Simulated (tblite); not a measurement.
**Frequency calculation, with input and output: C3H10BN2Si**

- system: C3H10BN2Si, multiplicity 2, SMILES [SiH3][CH]B1NCCN1
- method: GFN2-xTB harmonic vibrations, gas phase (tblite 0.8.0)

It belongs to a series of runs on one base structure; here: H removed from sp3 C.

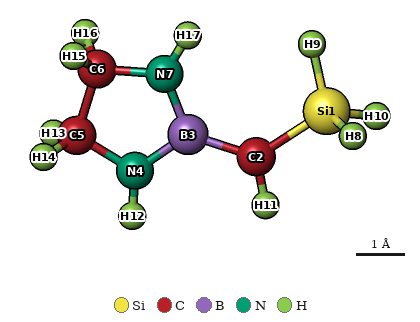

Figure 1. The structure (ball-and-stick view, seen at a tilt; atoms are numbered from 1 in the order of the input).

### The input
```
{"job": {"kind": "ir", "xc": "GFN2-xTB", "basis": "xTB"}, "charge": 0, "multiplicity": 2}
Si     3.063051    -0.071003     0.296361
C      1.452287    -0.968456     0.127962
B      0.046174    -0.393693     0.206438
N     -1.170541    -1.109631     0.079964
C     -2.331436    -0.261120     0.216915
C     -1.748681     1.153870     0.428481
N     -0.318542     0.957314     0.419358
H      3.763395    -0.480369     1.526112
H      2.873173     1.383232     0.341391
H      3.945212    -0.386736    -0.838565
H      1.540049    -2.036336    -0.038561
H     -1.329115    -2.089414    -0.067885
H     -2.962285    -0.302747    -0.681451
H     -2.948717    -0.567867     1.072767
H     -2.084774     1.585113     1.381267
H     -2.061922     1.836763    -0.373455
H      0.265674     1.763107     0.542452
```

The first line tells a small driver script what to run in tblite; the rest is the geometry in Å.

Run on 1 CPU thread, shared host.

Command:
```bash
OMP_NUM_THREADS=1 python <driver script> task.json out
```

### Log
```
mode    cm-1     km/mol
  1      19.0      0.50
  2      39.9      0.11
  3      87.6      0.34
  4     113.6      0.04
  5     174.3      6.36
  6     294.6      1.30
  7     350.2      2.71
  8     421.9     86.74
  9     463.6     35.87
 10     473.7     26.54
 11     497.5     37.89
 12     602.6     90.31
 13     603.9     64.64
 14     675.1      0.78
 15     777.7    117.15
 16     798.4    185.02
 17     800.0    192.41
 18     816.8    333.60
 19     861.0      0.52
 20     920.0     31.03
 21     972.6      1.08
 22    1047.6     37.77
 23    1083.8      0.03
 24    1102.9     21.79
 25    1144.0      1.94
 26    1171.7      6.01
 27    1180.2     21.66
 28    1205.3      0.17
 29    1223.5     26.30
 30    1273.3     37.58
 31    1304.3    117.68
 32    1363.5     51.10
 33    1410.1     70.67
 34    1488.6      0.18
 35    1507.4      0.83
 36    2158.8    410.48
 37    2182.2    346.84
 38    2220.0    237.20
 39    2837.1      0.22
 40    2856.3    140.99
 41    2885.9     64.82
 42    2897.6    158.91
 43    3021.2     53.92
 44    3521.1      0.80
 45    3530.1      2.62
```

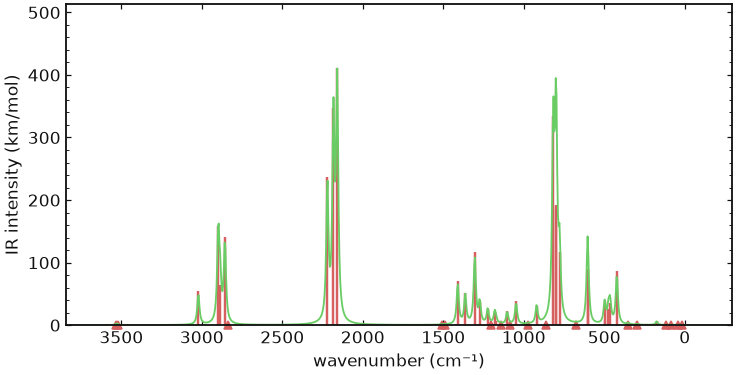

Figure 2. Harmonic infrared spectrum, unscaled: sticks (degenerate modes added up, dark ones marked on the axis) with a Lorentzian envelope of 16 cm⁻¹ full width, scaled to the tallest stick. 45 modes from 19 to 3530 cm⁻¹, none imaginary. The strongest line is at 2159 cm⁻¹ (410 km/mol).

### Summary

| quantity | value |
| --- | --- |
| outcome | converged |
| total energy | −552.5192 eV |
| zero-point energy | 80.5990 kcal/mol |
| wall time | 0.56 s |
| peak memory | 0.18 GiB |
